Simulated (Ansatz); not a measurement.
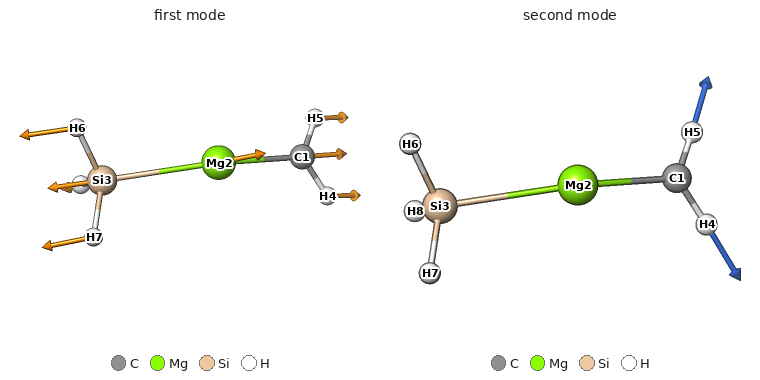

The system is CH5MgSi, SMILES [CH2+][Mg][SiH3], charge +1; the picture shows the reference structure; its two panels give the patterns of the first and the second mode as arrows. Coordinates scanned: (1) normal mode 4 (272 cm⁻¹); (2) normal mode 17 (3053 cm⁻¹). Nothing is relaxed (straight displacements along the two mass-weighted modes). The scan uses an 11 × 11 grid. Points are written as (first, second). Energies are in kJ/mol, from the lowest grid point. Computed with RKS B3LYP-D4/def2-TZVP in Ansatz.

Its coordinates:

```xyz
8

C    -2.0639    0.5763   -1.4767
Mg   -0.0479    0.4988   -0.6625
Si    1.6676   -0.4006    1.1090
H    -2.5053   -0.2166   -2.0899
H    -2.8798    1.1559   -1.0318
H     2.3201    0.7991    1.6765
H     2.6106   -1.2562    0.3572
H     0.8986   -1.1567    2.1182
```

Range: normal mode 4 (272 cm⁻¹) from −2.10 to 2.10 amu½·Å; normal mode 17 (3053 cm⁻¹) from −0.187 to 0.187 amu½·Å.

What will the energy surface look like?

The lowest grid point is at (0.00 amu½·Å, 0.000 amu½·Å). No other kind of well shows on this grid. The highest grid point, (−2.10 amu½·Å, −0.187 amu½·Å), lies 170 kJ/mol above the lowest.

```csv
"second ↓, first →",−2.10,−1.68,−1.26,−0.84,−0.42,0.00,0.42,0.84,1.26,1.68,2.10
0.187,143,102,74,57,48,45,47,53,60,69,78
0.150,128,87,59,42,33,30,32,38,45,54,63
0.112,116,74,46,29,21,18,20,25,33,41,51
0.075,106,64,37,20,11,8,10,16,23,32,41
0.037,99,58,30,13,5,2,4,10,17,25,35
0.000,97,55,28,11,3,0,2,7,15,23,32
−0.037,99,58,30,14,5,2,4,10,17,25,34
−0.075,106,65,38,21,13,10,12,18,25,33,42
−0.112,120,79,52,35,27,24,26,32,39,47,55
−0.150,141,100,73,57,48,46,48,53,60,67,76
−0.187,170,130,103,87,78,76,78,83,89,97,105
```

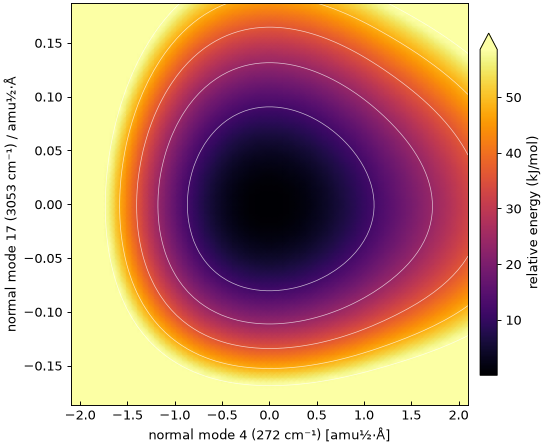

The picture shows a smooth colour map with a few white contour lines, one colour for all values above the top of the scale. Between grid points the surface is interpolated.

Time for the 121 points that were run: 21 min on 1 thread of Arm Neoverse N1 (shared host).
